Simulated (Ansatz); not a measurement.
# UB3LYP/6-31G(d) (spherical functions) run of SiH2ClO (SMILES O[SiH]Cl)

Aim: the energy change on altering one bond length of SiH2ClO at UB3LYP/6-31G* (spherical functions), from 2 runs. 

The results are computed with Ansatz 0.2.0.

17 further runs of the same task are left out: 17 set aside as unsound or not needed.

## 1. Starting point

SiH2ClO has 5 atoms, charge 0, and is taken as a doublet. As SMILES, `O[SiH]Cl`. Geometry: relaxed at PBE0-D4/def2-TZVP. This is one conformer, not always the lowest.

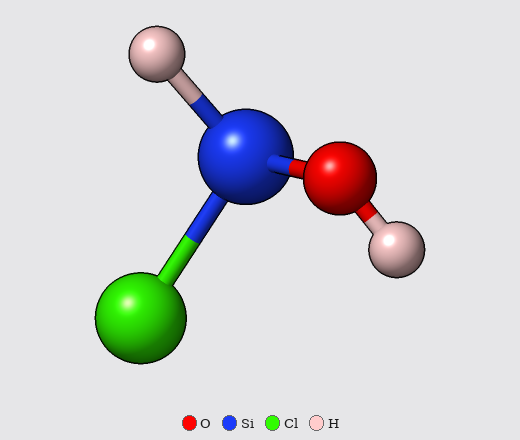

Viewed from a chosen angle; oxygen red, silicon blue, chlorine green, hydrogen pink.

## 2. The energy at UB3LYP/6-31G(d) (spherical functions)

File input.yaml:

```yaml
crystal:
  periodic: [false, false, false]
  atoms:
    - {symbol: O, position_ang: [-0.806100, -0.432000, -0.746500]}
    - {symbol: Si, position_ang: [-0.092300, 0.479800, 0.414000]}
    - {symbol: Cl, position_ang: [1.606600, -0.440800, 1.143600]}
    - {symbol: H, position_ang: [-1.024100, -1.343200, -0.540000]}
    - {symbol: H, position_ang: [0.316000, 1.736300, -0.271100]}
basis:
  gaussian: {orbitals: 6-31Gs-spherical.json}
output: {orbitals: {seedname: orbitals}}
accuracy: high
magnetization: {spin_polarized: true, initial_magnetization: 1}
hamiltonian: {xc: {name: B3LYP}}
```

The basis set 6-31G* is read from a file made from the Basis Set Exchange's data (not shown).

Launch:

```bash
ansatz run input.yaml --threads 1 --pin off --max-ram 2610MiB --events-out events.jsonl --progress --plain --runs-dir runs
```

What it wrote:

```text
Warning: RAYON_NUM_THREADS=1 ignored (pool sized by the plan → 1); use --threads N
Functional definition: B3LYP
  name "B3LYP"
  parameter a0 = 0.2
  parameter ax = 0.72
  parameter ac = 0.81
  exchange = (1 - a0 - ax)*slater_x + ax*b88_x + a0*exact_x
  correlation = (1 - ac)*vwn_rpa_c + ac*lyp_c
1102 factors; integrals over basis functions are off by at most 3.4e-9 eV
mean field evaluation 1: about -22476.0307 eV, gradient 3.5e1 eV
mean field evaluation 2: about -22460.7782 eV, gradient 7.0e1 eV
mean field evaluation 4: about -22480.3125 eV, gradient 2.4e0 eV
mean field evaluation 8: about -22480.4575 eV, gradient 1.3e-1 eV
mean field evaluation 16: about -22480.4576 eV, gradient 1.9e-4 eV
mean field -22480.45760789 eV, -826.1415792884 hartree, gradient 7.0e-8 eV, S^2 0.751501; 0 other end points of the search recorded, 0 dependent functions left out
reference -22480.45764158 eV, -826.1415805264 hartree; 21, 20 occupied and 33, 34 virtual orbitals, 1102 factors
Total energy: -22480.45764158 eV, -826.1415805264 hartree
```

It took 7.2 s on 1 thread of Intel Xeon Platinum 8375C at 2.90GHz (Ice Lake), shared host; peak memory 0.23 GiB.

## 3. The distorted shape at the same level

File run.yaml:

```yaml
crystal:
  periodic: [false, false, false]
  atoms:
    - symbol: O
      position_ang: [-1.655571, 0.028311, -1.111309]
    - symbol: Si
      position_ang: [-0.941771, 0.940111, 0.049191]
    - symbol: Cl
      position_ang: [1.606600, -0.440800, 1.143600]
    - symbol: H
      position_ang: [-1.873571, -0.882889, -0.904809]
    - symbol: H
      position_ang: [-0.533471, 2.196611, -0.635909]
basis:
  gaussian:
    orbitals: 6-31Gs-spherical.json
total_charge: 0
magnetization:
  spin_polarized: true
  initial_magnetization: 1
hamiltonian:
  xc: {name: B3LYP}
accuracy: high
output: {orbitals: {seedname: orbitals}}
```

The basis set 6-31G* is read from a file made from the Basis Set Exchange's data (not shown).

Launch:

```bash
ansatz run run.yaml --threads 1 --pin off --max-ram 2610MiB --events-out events.jsonl --progress --plain --runs-dir runs
```

What it wrote (excerpt; [...] marks lines left out):

```text
Warning: RAYON_NUM_THREADS=1 ignored (pool sized by the plan → 1); use --threads N
[... 7 set-up lines as earlier in the session ...]
1060 factors; integrals over basis functions are off by at most 6.1e-9 eV
mean field evaluation 1: about -22472.3918 eV, gradient 3.6e1 eV
mean field evaluation 2: about -22441.4137 eV, gradient 7.7e1 eV
mean field evaluation 4: about -22477.6488 eV, gradient 1.0e1 eV
mean field evaluation 8: about -22478.4756 eV, gradient 9.8e-1 eV
mean field evaluation 16: about -22478.4906 eV, gradient 1.3e-2 eV
mean field evaluation 32: about -22478.4906 eV, gradient 8.6e-7 eV
mean field -22478.49060148 eV, -826.0692931361 hartree, gradient 7.2e-8 eV, S^2 0.769625; 2 other end points of the search recorded, 0 dependent functions left out
reference -22478.49063751 eV, -826.0692944603 hartree; 21, 20 occupied and 33, 34 virtual orbitals, 1060 factors
Total energy: -22478.49063751 eV, -826.0692944603 hartree
```

It took 6.6 s on 1 thread of Intel Xeon Platinum 8375C at 2.90GHz (Ice Lake), shared host; peak memory 0.23 GiB.

## 4. What came out

At UB3LYP/6-31G* (spherical functions):

```
                                                           quantity          value
                                          first shape: total energy  -826.14158 Eh
                    first shape: HOMO energy (highest over α and β)       -5.92 eV
                     first shape: LUMO energy (lowest over α and β)       -2.87 eV
                                                  first shape: ⟨S²⟩          0.752
                                      distorted shape: total energy  -826.06929 Eh
                distorted shape: HOMO energy (highest over α and β)       -7.12 eV
                 distorted shape: LUMO energy (lowest over α and β)       -4.81 eV
                                              distorted shape: ⟨S²⟩          0.770
energy change with the Si2–Cl3 bond stretched from 2.065 to 3.098 Å       1.967 eV
```

In words: With the Si2–Cl3 bond stretched from 2.065 to 3.098 Å the energy rises by 1.97 eV (45 kcal/mol). The first shape isn't relaxed at this level, so the change isn't measured from a minimum.
